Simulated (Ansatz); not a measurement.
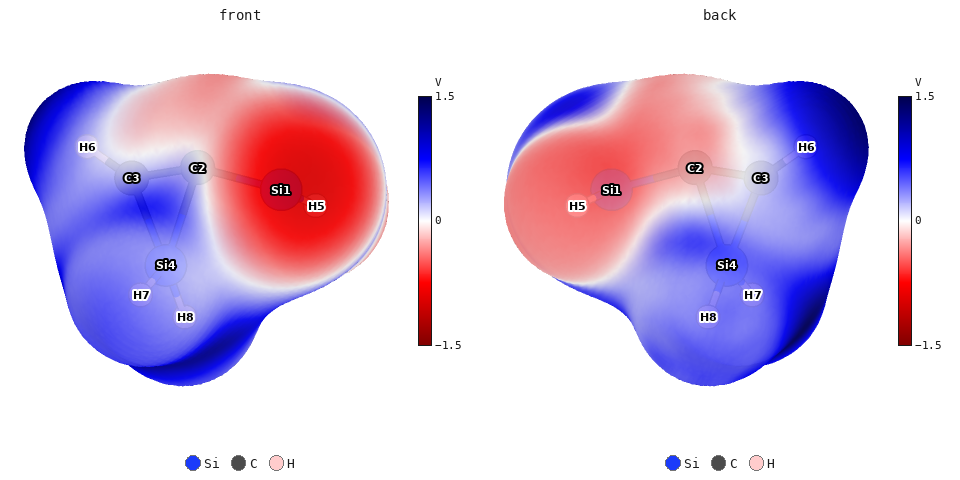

C₂H₄Si₂. The molecular electrostatic potential painted on the density surface at 0.002 e/bohr³, seen from the front and from behind; red is negative and blue positive.

Level of theory: Ansatz, RKS B3LYP-D4/def2-SVP.

```yaml
atoms:
  - { symbol: Si, position_ang: [-0.9200, 1.5624, -0.9120] }
  - { symbol: C, position_ang: [0.3668, 0.9322, 0.2079] }
  - { symbol: C, position_ang: [1.1866, 0.0311, 0.7036] }
  - { symbol: Si, position_ang: [-0.0426, -0.9125, -0.3030] }
  - { symbol: H, position_ang: [-1.9812, 1.5076, 0.1898] }
  - { symbol: H, position_ang: [2.0888, 0.0088, 1.3148] }
  - { symbol: H, position_ang: [0.4252, -1.4788, -1.5873] }
  - { symbol: H, position_ang: [-1.1237, -1.6509, 0.3863] }
```

Where is the surface potential most negative and most positive?

The most negative region (about −0.9 V) lies over Si1, the most positive (about +1.4 V) over Si4 and H6.
